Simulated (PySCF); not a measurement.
C3H10OSeSi, SMILES CC(C)[Se]O[SiH3] at its GFN2-xTB optimised geometry (Å):

```
16

Se     1.6990    -1.3924     0.0545
C      1.4932    -2.0110    -1.8272
C      2.4061    -3.2087    -2.0294
C      1.7972    -0.8747    -2.7836
H      0.4440    -2.3114    -1.9161
H      2.2913    -3.5953    -3.0408
H      3.4476    -2.9226    -1.8870
H      2.1674    -4.0045    -1.3255
H      1.1888    -0.0052    -2.5428
H      1.5808    -1.1754    -3.8080
H      2.8463    -0.5925    -2.7173
O      0.4642    -0.0501     0.0000
Si    -1.1658    -0.0501     0.0000
H     -1.6797    -0.6961    -1.2142
H     -1.3660     1.3924     0.0000
H     -1.6990    -0.7489     1.1683
```

Computed with PBE0/def2-TZVP run with PySCF 2.14.0. Cells within 0.4 Å of a nucleus heavier than hydrogen are left out (blank, or x).

Map of the LUMO amplitude (bohr^(-3/2)) on the plane z = 0.0 Å; orbital energy -1.15 eV, overall sign arbitrary:

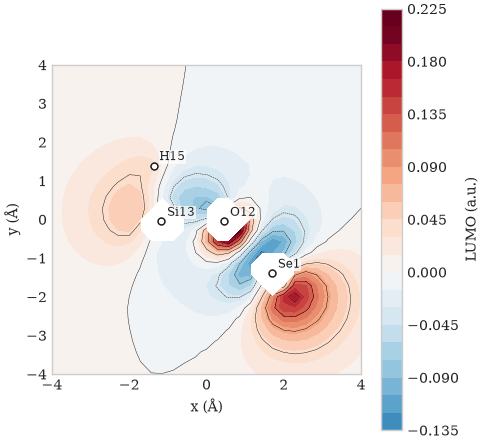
Figure: LUMO amplitude (bohr^(-3/2)) on the plane z = 0.0 Å.
